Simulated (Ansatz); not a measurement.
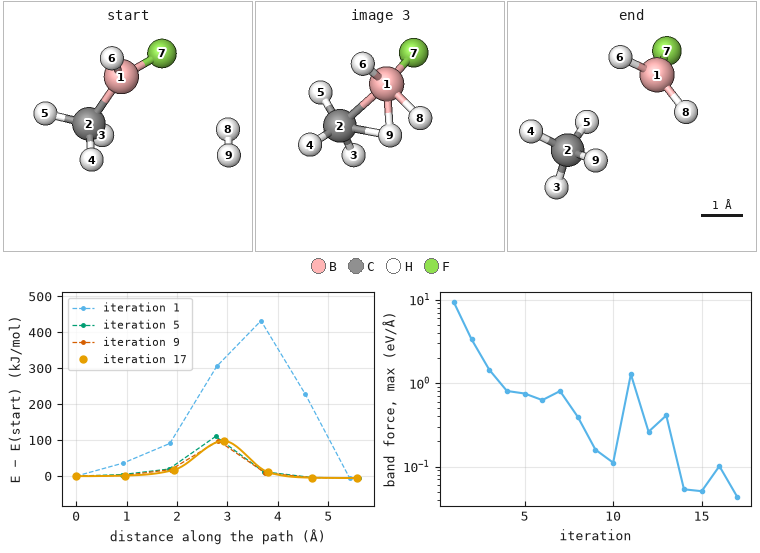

A nudged-elastic-band calculation for CH$_{6}$BF, made up of CH₄BF and H$_{2}$. Images are numbered from 0 (start) to 6 (end). The plot follows the band through its iterations. The picture is a ball-and-stick view, seen at a tilt.

Method: Ansatz, RKS PBE-D4/def2-SVP. Set-up: 5 movable images; climbing image; force threshold 0.05 eV/Å; iteration limit 60; starting path through a guess of the saddle point.

Q: How did the profile develop, and is the result final?

A: The result is final at these settings. The band converged in 17 iterations. The largest component of the band force went from 9.3 to 0.044 eV/Å. The climbing image converged on the top of the path. Its vibrational analysis gives one imaginary mode (1031i cm⁻¹), as a transition state must have. The first iteration put the highest image at 432.3 kJ/mol. Forward barrier 97.9 kJ/mol, backward barrier 103.2 kJ/mol, with image 3 at the top; the reaction energy is −5.4 kJ/mol.

Limits of the set-up: the start holds two separate molecules, 2.7 Å apart at their closest, whose relative position is a soft coordinate.
